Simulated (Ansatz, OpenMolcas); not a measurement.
**SiHCl2 (SMILES Cl[SiH]Cl): methods side by side**

The species is SiHCl2 (4 atoms), meant as a doublet with charge 0. As SMILES, `Cl[SiH]Cl`. Geometry: relaxed at PBE0-D4/def2-TZVP.

```xyz
4

Cl   -1.6466    0.1778    0.8894
Si    0.1876   -0.4142    0.2000
Cl    0.2509   -0.2813   -1.8417
H     1.2082    0.5177    0.7524
```

Each level gives the energy change with the Si2–Cl3 bond stretched from 2.047 to 5.117 Å (eV). The values are calculated.

| level | kind | program | value (eV) | less FCI/STO-3G | CPU time (all runs) |
| --- | --- | --- | --- | --- | --- |
| ROHF/STO-3G | Hartree–Fock | OpenMolcas | 3.14 | +0.03 | 4.5 s |
| UHF/STO-3G | Hartree–Fock | OpenMolcas | 3.13 | +0.02 | 8.9 s |
| UPBE/STO-3G | GGA | Ansatz | 3.62 | +0.51 | 23 s |
| U-r2SCAN/STO-3G | meta-GGA | Ansatz | 3.78 | +0.67 | 77 s |
| UBHLYP/STO-3G | global hybrid | Ansatz | 3.58 | +0.47 | 11 s |
| U-wB97X/STO-3G | range-separated hybrid | Ansatz | 3.76 | +0.65 | 69 s |
| UB2PLYP/STO-3G | double hybrid | Ansatz | 3.46 | +0.35 | 15 s |
| UCCSDT/STO-3G | coupled cluster or CI | Ansatz | 3.11 | 0.00 | 5.9 s |
| FCI/STO-3G | exact in the basis | Ansatz | 3.11 | 0.00 | 6 s |

FCI/STO-3G is exact within its basis and frozen core, so for wave-function methods in that basis the difference is their error; functionals converge differently with the basis, so for them it is only a difference. The first shape isn't each level's own minimum. The values span 3.11 to 3.78 eV. Spin contamination of the reference (⟨S²⟩ at least 0.1 too high) touches UHF/STO-3G, UCCSDT/STO-3G. All rows use very small basis sets, so none should be taken for the real molecule's value. CPU times are rough (shared hosts, several kinds of processor and program).

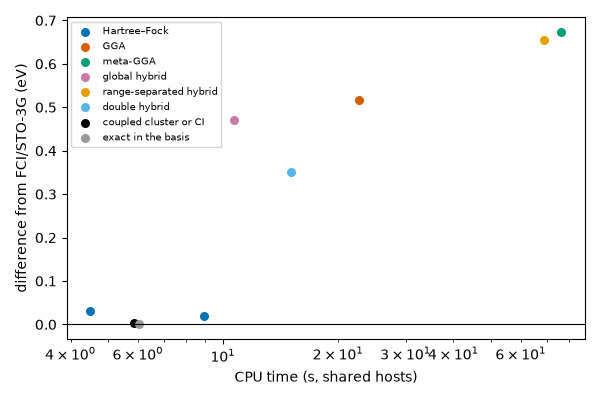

Difference from FCI/STO-3G against processor time, one point a level.
